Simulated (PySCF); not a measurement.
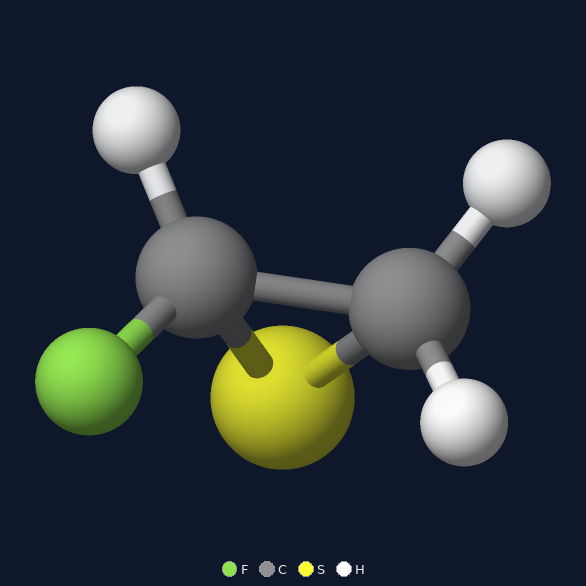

The computed structure is the end point of a PBE0-D3(BJ)/def2-SVP optimisation. No frequency run is at hand to confirm it as a minimum.

Draw it as a skeletal formula.

SMILES: F[C@H]1CS1

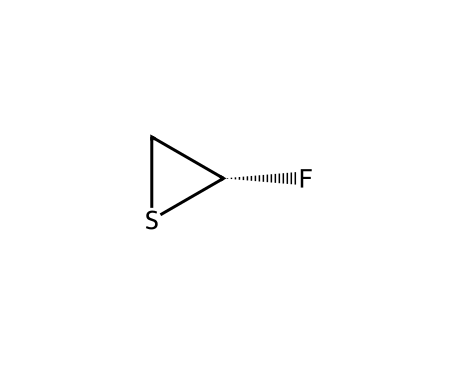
